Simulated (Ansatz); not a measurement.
A series of calculations on CH$_{6}$BBr

## 1. Relaxation

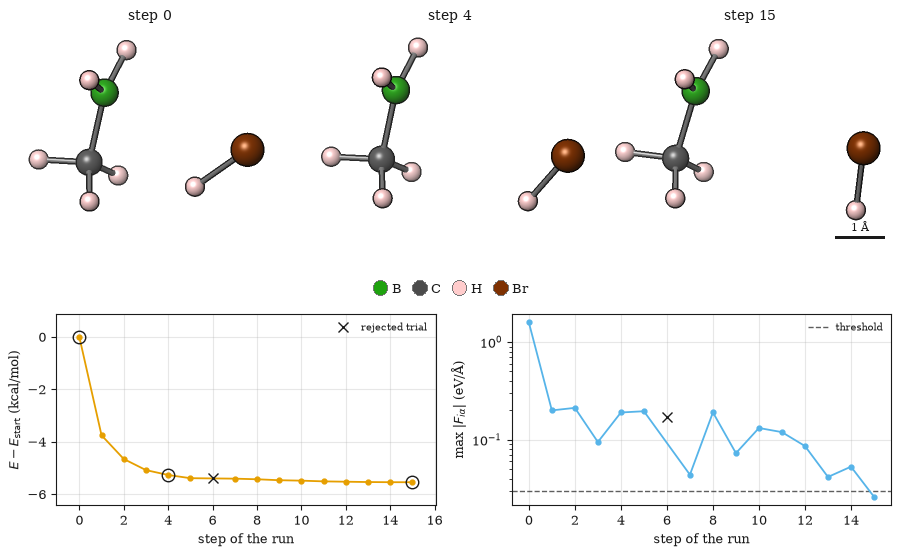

Frames of a relaxation of CH6BBr, marked on the history of the run. The picture is a ball-and-stick view, seen at a tilt.

The run prepares an end point of a later path (reaction) calculation, from a guessed geometry.

All numbers below come from RHF/def2-SVP in Ansatz 0.2.0.

Input
```yaml
crystal:
  periodic: [false, false, false]
  atoms:
    - { symbol: B, position_ang: [0.02316, 0.14802, 0.22819] }
    - { symbol: C, position_ang: [0.034456, 0.245766, 1.817399] }
    - { symbol: H, position_ang: [-0.904772, -0.029501, 2.300732] }
    - { symbol: H, position_ang: [0.869249, -0.275115, 2.289424] }
    - { symbol: H, position_ang: [0.18795, 1.309747, 2.042456] }
    - { symbol: H, position_ang: [1.055723, 0.06937, -0.379074] }
    - { symbol: H, position_ang: [-0.998682, 0.262594, -0.391903] }
    - { symbol: Br, position_ang: [-0.419619, -3.041176, 0.634818] }
    - { symbol: H, position_ang: [-0.305065, -2.049005, 1.740256] }
basis:
  gaussian: { orbitals: def2-SVP }
hamiltonian:
  xc: hf
relax:
  f_tol: 0.03
  max_steps: 50
```

Run as
```bash
ansatz run input.yaml --threads 1 --pin off --max-ram 2048MiB --backend cpu --events-out ev --progress --plain --runs-dir out
```

Question: Describe the path.

Answer: The largest move after the best rigid fit is that of H9, 1.37 Å. Largest moves by element: H 1.37 Å, Br 0.37 Å, C 0.30 Å, B 0.19 Å. Among the contacts that change: Br8–H9 1.490 → 1.409 Å, B1–C2 1.592 → 1.574 Å. The energy falls by 5.54 kcal/mol in 14 accepted moves (15 points after the start). The largest force component goes from 1.6 to 0.026 eV/Å. The line search rejected the trial step at point 6 of the run. From step 0 to 4: H9 moves most (0.75 Å), energy −5.26 kcal/mol. From step 4 to 15: H9 moves most (0.62 Å), energy −0.28 kcal/mol.

```tsv
step	E − E(0), kcal/mol	largest force component, eV/Å	note
0	0.00	1.5878	
1	-3.75	0.1998	
2	-4.65	0.2122	
3	-5.08	0.0948	
4	-5.26	0.1902	
5	-5.39	0.1960	
6	-5.38	0.1702	rejected
7	-5.40	0.0439	
8	-5.43	0.1906	
9	-5.46	0.0729	
10	-5.48	0.1320	
11	-5.51	0.1197	
12	-5.52	0.0862	
13	-5.53	0.0416	
14	-5.54	0.0530	
15	-5.54	0.0261
```

Limits of the set-up: Hartree-Fock leaves out electron correlation.

## 2. Relaxation

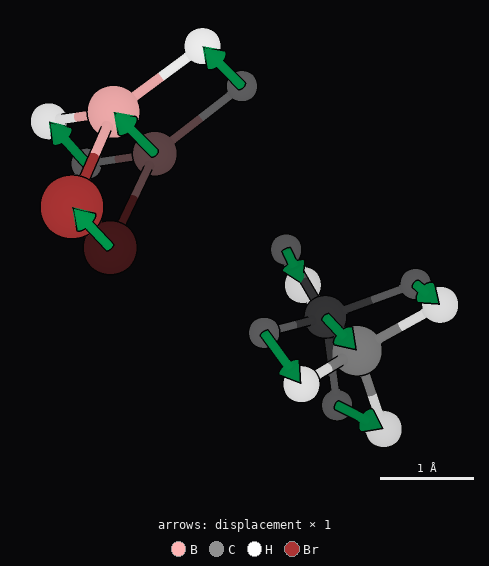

A relaxation of CH6BBr. The starting structure is drawn faded, the final one solid; green arrows show the displacements, at their true length. The two geometries are superimposed by the best rigid fit.

Style: ball-and-stick. Shown from a free direction.

The run prepares an end point of a later path (reaction) calculation, from a guessed geometry.

These are results of RHF/def2-SVP in Ansatz 0.2.0, not measurements.

The input:
```yaml
crystal:
  periodic: [false, false, false]
  atoms:
    - { symbol: B, position_ang: [-0.087474, -0.486565, -0.392828] }
    - { symbol: C, position_ang: [-0.008659, -0.095825, 2.392111] }
    - { symbol: H, position_ang: [-1.052428, 0.084122, 2.66079] }
    - { symbol: H, position_ang: [0.587681, -0.207929, 3.300821] }
    - { symbol: H, position_ang: [0.37509, 0.751962, 1.827569] }
    - { symbol: H, position_ang: [0.998686, -0.021139, -0.503998] }
    - { symbol: H, position_ang: [-1.102277, 0.126037, -0.317776] }
    - { symbol: Br, position_ang: [-0.231887, -2.478731, -0.506101] }
    - { symbol: H, position_ang: [0.063668, -1.031231, 1.821712] }
basis:
  gaussian: { orbitals: def2-SVP }
hamiltonian:
  xc: hf
relax:
  f_tol: 0.03
  max_steps: 50
```

Command:
```bash
ansatz run input.yaml --threads 1 --pin off --max-ram 2048MiB --backend cpu --events-out ev --progress --plain --runs-dir out
```

Question: What did the optimiser do to the structure, and how much energy did it gain?

Answer: The atom that moves furthest after the best rigid fit is H9 (0.73 Å). By element the largest moves are H 0.73 Å, B 0.72 Å, Br 0.65 Å, C 0.56 Å. Some distances before and after: B1–Br8 2.001 → 1.915 Å, C2–H9 1.098 → 1.090 Å. Among the angles between lasting bonds that change: H6–B1–H7 125.8° → 123.6°, H5–C2–H9 111.8° → 109.7°. Over 8 accepted moves (10 points after the start) the energy falls by 25.9 kJ/mol. Largest force component: 1.2 eV/Å at the start, 0.029 eV/Å at the end. The line search rejected the trial steps at points 4, 8 of the run. The forces were under the threshold at step 5, but the run went on from there. The run took 16 s on 1 thread of Arm Neoverse V2, with other jobs on the host, peak memory 0.17 GiB.

Limits of the set-up: the start holds two separate molecules, 2.3 Å apart at their closest, whose relative position is a soft coordinate and is computed without a dispersion correction; Hartree-Fock leaves out electron correlation.

## 3. Path

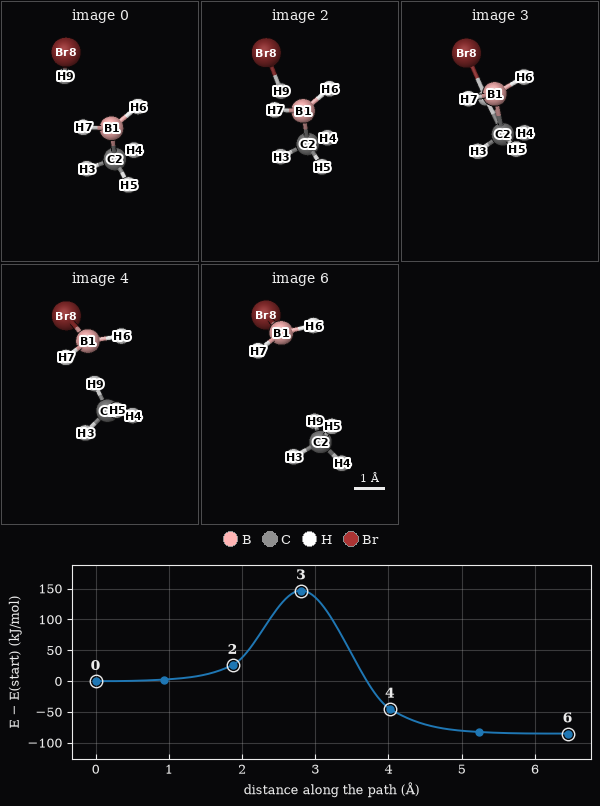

A search for the minimum-energy path of CH6BBr, made up at the start of CH5B and HBr by the nudged elastic band. Images are numbered from 0 (start) to 6 (end). Style: ball-and-stick. Shown from a free direction.

Computed with Ansatz, RHF/def2-SVP. Set-up: 5 movable images; climbing image; force threshold 0.05 eV/Å; iteration limit 60; starting path through a guess of the saddle point.

### Read off the barrier and say what moves.

The energy climbs by 146.9 kJ/mol to image 3 and then falls by 231.9 kJ/mol, so the end point sits at −85.0 kJ/mol. Breaking: B1–C2 (1.57 → 1.72 at the top → 4.09 Å), Br8–H9 (1.41 → 1.69 at the top → 4.01 Å). Forming: B1–Br8 (3.77 → 2.37 at the top → 1.92 Å), C2–H9 (3.98 → 1.44 at the top → 1.09 Å). The band converged in 17 iterations. The largest component of the band force went from 7.6 to 0.038 eV/Å. The climbing image converged on the top of the path. Its vibrational analysis gives one imaginary mode (1407i cm⁻¹), as a transition state must have.

Limits of the set-up: the start holds two separate molecules, 3.7 Å apart at their closest, whose relative position is a soft coordinate and is computed without a dispersion correction; Hartree-Fock leaves out electron correlation.

The run took 2 min on 1 thread of Arm Neoverse V2 (shared host), peak memory 0.19 GiB.
